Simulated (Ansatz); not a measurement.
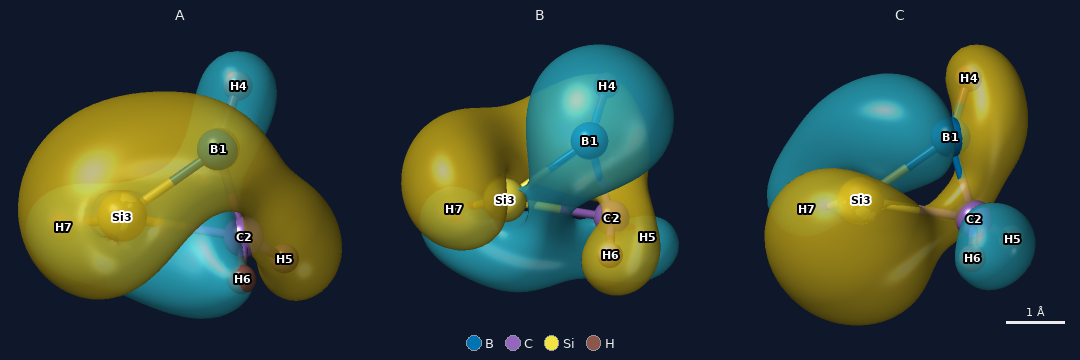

Figure. CH4BSi (doublet). Three frontier orbitals at ±0.08 Å⁻³ᐟ² (yellow and cyan are the two phases), in no order.

Geometry: PBE0-D4/def2-TZVP.

Theory: UKS PBE0-D4/def2-TZVPP (Ansatz 0.2.0).

| atom | x (Å) | y (Å) | z (Å) |
| --- | --- | --- | --- |
| B | -0.9914 | -0.2501 | -0.3507 |
| C | 0.0631 | 0.4419 | -1.1427 |
| Si | 0.4781 | 0.1652 | 0.8209 |
| H | -1.7589 | -1.1375 | -0.5303 |
| H | 0.4101 | 0.0746 | -2.1079 |
| H | 0.2959 | 1.5015 | -1.0083 |
| H | 1.4689 | -0.8842 | 1.2377 |

Q: Which picture is the HOMO−1, the HOMO and the LUMO? All are α orbitals.

A: A is the HOMO−1 (α) (−7.25 eV). By Hirshfeld shares it lies mainly on Si3 (about 50 %), C2 (about 20 %) and B1 (about 15 %). C is the HOMO (α) (−6.48 eV). Its weight (Hirshfeld) is mainly on Si3 (about 60 %), B1 (about 20 %) and C2 (about 10 %). B is the LUMO (α) (−1.65 eV). Its weight (Hirshfeld) is mainly on B1 (about 45 %), Si3 (about 30 %) and C2 (about 10 %).

Q: What is the gap between the highest occupied and lowest empty α orbitals?

A: 4.83 eV between the orbital energies.
